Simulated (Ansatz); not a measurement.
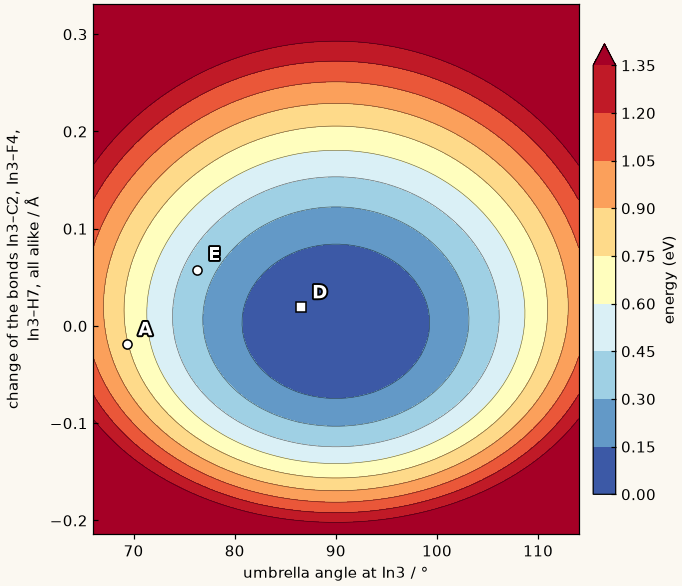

CH3F2In, SMILES F[CH2][InH][F]. Coordinates scanned: (1) umbrella angle at In3 (between each of its bonds and their common axis; 90 is planar); (2) change of the bonds In3–C2, In3–F4, In3–H7, all alike. Nothing is relaxed (all other coordinates rigid). Grid: 15 × 15 points. Points are written as (first, second). All energies are given in eV relative to the relaxed molecule at the same level. Level of theory: RKS CAM-B3LYP-D4/def2-SVP in Ansatz.

In the figure: filled contours, one colour for all values above the top of the scale, lettered points. Between grid points the surface is interpolated.

> What kind of point is each of A, E: minimum, saddle, maximum or slope?

A: on a slope; E: on a slope. (In these two coordinates alone; a stationary point may lie a little off the grid point.)

> Rank the lettered points by energy, lowest first.

D (0.028 eV), E (0.38 eV), A (0.76 eV).
